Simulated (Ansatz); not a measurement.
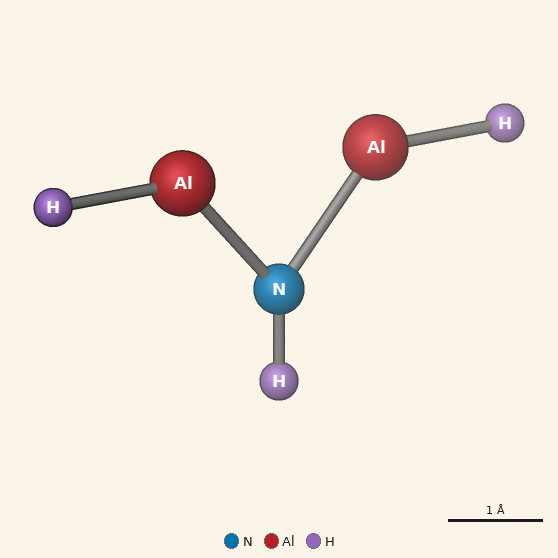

Atoms fade into the background with distance from the viewer. Computed geometry: PBE-D4/def2-SVP optimisation. No frequency run is at hand to confirm it as a minimum. Masses are those of the most abundant isotopes; constants are for the rigid equilibrium geometry.

### What kind of rotor is it, and what are its rotational constants in MHz?

An asymmetric top (C2v): A = 19394, B = 5419, C = 4235 MHz. Ray's parameter κ is −0.84, nearer the prolate limit.
